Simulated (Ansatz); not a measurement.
## A computed series for SiSe2: carrier doping

The reference is SiSe$_{2}$ (space group Ibam, No. 72; made of chains).

```
CELL_PARAMETERS angstrom
     -3.30744     5.63456     2.96628
      3.30744    -5.63456     2.96628
      3.30744     5.63456    -2.96628
ATOMIC_POSITIONS crystal
  Se 0.39015 0.31084 0.70100
  Se 0.89015 0.18916 0.07931
  Se 0.10985 0.81084 0.92069
  Se 0.60985 0.68916 0.29900
  Si 0.25000 0.25000 0.00000
  Si 0.75000 0.75000 0.00000
```

Carriers are added at fixed cell with a uniform background; the Fermi–Dirac width is that of 300 K.

The values are results of Kohn–Sham DFT with the PBE functional, run in Ansatz (a quantum-chemistry and plane-wave program) with PAW and 420 eV plane waves, spin-orbit coupling left out, not measurements.

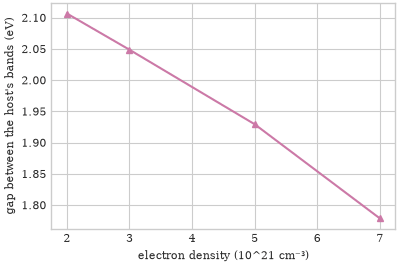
*Gap between the host's bands against electron density*

```tsv
electron density (10^21 cm⁻³)	gap between the host's bands
2	2.11 eV
3	2.05 eV
5	1.93 eV
7	1.78 eV
```

Charged cell with a jellium background: band edges are those of the host's band count, energies are not comparable with the neutral cell, and many-body gap narrowing is missing. Stability against distortions was not tested. No dispersion term is included, though the crystal is made of layers, chains or molecules, so its spacings can come out too wide.
